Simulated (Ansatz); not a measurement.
One crystal and one scan (scan of one atom of the cell) at two levels, PBE (plane waves to 420 eV, PAW, scalar-relativistic; Ansatz, a quantum-chemistry and plane-wave program) and r2SCAN (plane waves to 500 eV, PAW, scalar-relativistic; Ansatz), each from its own relaxed cell and on its own mesh. The cell shown is that of PBE.

AlRu (CsCl type)

```xyz
4
Lattice="6.0074 0.0000 0.0000 0.0000 3.0037 0.0000 0.0000 0.0000 3.0037" Properties=species:S:1:pos:R:3 pbc="T T T"
Al     0.0000     0.0000     0.0000
Al     3.0037     0.0000     0.0000
Ru     1.5019     1.5019     1.5019
Ru     4.5056     1.5019     1.5019
```

In this cell atom 4 (Ru, nearest neighbour Al at 2.601 Å; its periodic images, 3.0 Å or more away, move with it) is moved by s along Cartesian z, unit vector (0.000, 0.000, 1.000); all other atoms and the cell stay fixed.

The energy includes the smearing's −TS. AlRu is run without spin polarisation. AlRu was relaxed with its symmetry unable to fall. With partly filled bands, energies and forces of such displacements shift with the k mesh and the smearing. Percentages come from the unrounded values.

```json
[
 {"quantity": "Lattice constant a (Å)", "PBE": "3.004", "r2SCAN": "2.983", "PBE − r2SCAN": "+0.021 (+0.7 %)"},
 {"quantity": "Force constant k = d²E/ds² at s = 0 (finite differences) (eV/Å²)", "PBE": "8.34", "r2SCAN": "9.05", "PBE − r2SCAN": "-0.71 (-7.9 %)"}
]
```

PBE gives the higher value for: lattice constant a. PBE gives the lower value for: force constant k = d²E/ds² at s = 0. Both give the same shape of the curve: a single well with its minimum at or next to zero displacement. Neither level is exact: the differences show how much the result hangs on the functional.

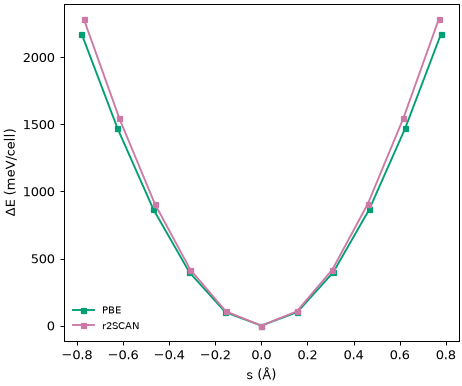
ΔE, each from the undisplaced structure of its own level.

(A displaced cell: forces are minus the slopes of the energy, force constants its curvatures, and phonons follow from these.)
